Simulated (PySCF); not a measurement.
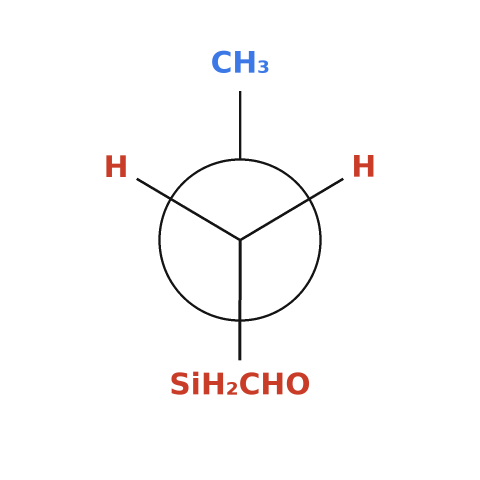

A Newman projection along the C–O bond, carbon in front; angles are drawn as computed, but eclipsed bonds slightly apart. Computed geometry: PBE0-D3(BJ)/def2-SVP optimisation. No frequency run is at hand to confirm it as a minimum.

Which molecule is it?

Answer. C3H8O2Si, COC[SiH2]C=O

What is the torsion angle from the front SiH2CHO to the back CH3? The sign is positive where the front bond must turn clockwise to cover the back bond.

Answer. 180°, antiperiplanar (anti).
